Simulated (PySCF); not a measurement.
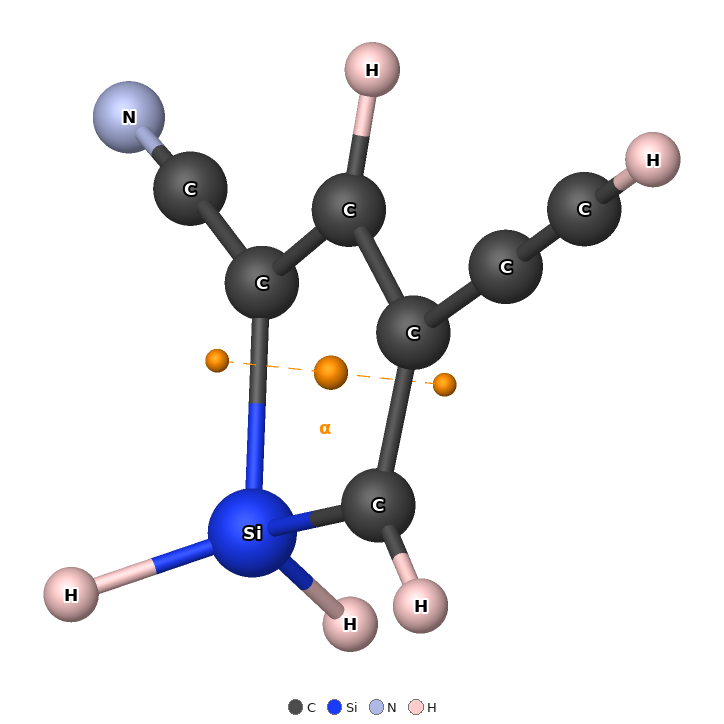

The small points mark where nucleus-independent chemical shifts (NICS) were computed: at the centre of each lettered ring and 1 Å above and below it. The computed structure is the end point of a GFN2-xTB optimisation. No frequency run is at hand to confirm it as a minimum. Level of theory: GIAO PBE0/pcSseg-1 NMR shielding, non-relativistic, gas phase (PySCF 2.14.0).

Give NICS(0), NICS(1) and the out-of-plane component NICS(1)zz for each ring (means of the two sides).

```csv
ring,members,NICS(0),NICS(1),NICS(1)zz
α,C4Si,−0.5,−2.6,0.3
```

Values in ppm.

What do the values say about the ring currents?

Ring α: weak, as in a non-aromatic ring. NICS is one index among several.

The geometry is semi-empirical. Around Si such bond lengths and angles can be off by a tenth of an ångström or more and by several degrees, and values that hang on the shape move with them.
